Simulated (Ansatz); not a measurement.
System: CBF₂Si (SMILES FB=C=[Si]F) (doublet).

The calculation's input:

```
crystal:
  periodic: [false, false, false]
  atoms:
    - {symbol: C, position_ang: [-1.701174, -0.327943, 0.215886]}
    - {symbol: B, position_ang: [-2.789130, -1.003495, -0.337437]}
    - {symbol: F, position_ang: [-3.694837, -1.750925, -0.861583]}
    - {symbol: F, position_ang: [-1.034761, 2.301151, 1.314672]}
    - {symbol: Si, position_ang: [-2.106679, 1.275016, 0.646416]}
basis:
  gaussian:
    orbitals: def2-TZVPD
magnetization:
  spin_polarized: true
  initial_magnetization: 1
hamiltonian:
  xc: pbe0
output:
  forces: true
  orbitals: {seedname: orbitals}
```

Run with:

```sh
ansatz run input.yaml --threads 1 --pin off --max-ram 2610MiB --events-out events.jsonl --progress --plain --runs-dir runs
```

Geometry: r2SCAN-D4/def2-SVP.

Level of theory: isolated molecule in a Gaussian basis; Kohn-Sham density functional theory, functional PBE0 (Ansatz).

### Predict the electron density, electron localisation function and spin density between the atoms.

B–F (1.29 Å): the density is about 2.4 e/Å³ at the midpoint; the ELF peaks at about 0.85 between the atoms; a polar covalent bond.
C–B (1.40 Å): ρ at the midpoint is about 1.7 e/Å³; the ELF peaks at about 0.90 between the atoms; a covalent bond.
Si–F (1.63 Å): ρ is about 1.1 e/Å³ halfway; the ELF peaks at about 0.85 in the valence shell of F, 0.5 Å from its nucleus, and is about 0.55 at the midpoint.
C–Si (1.71 Å): ρ at the midpoint is about 1.1 e/Å³; the ELF peaks at about 0.85 between the atoms; a covalent bond.
The unpaired spin (1 electron) lies mostly on Si5 (about 0.6), C1 (about 0.2) and B2 (about 0.1), in electrons by Hirshfeld's partition.

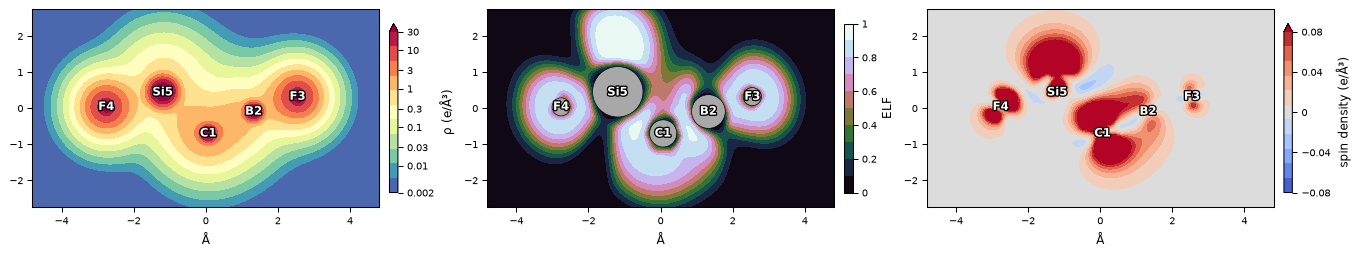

Computed electron density, electron localisation function and spin density on the molecular plane, in this order. Grey discs cover the atomic cores in the ELF map. 
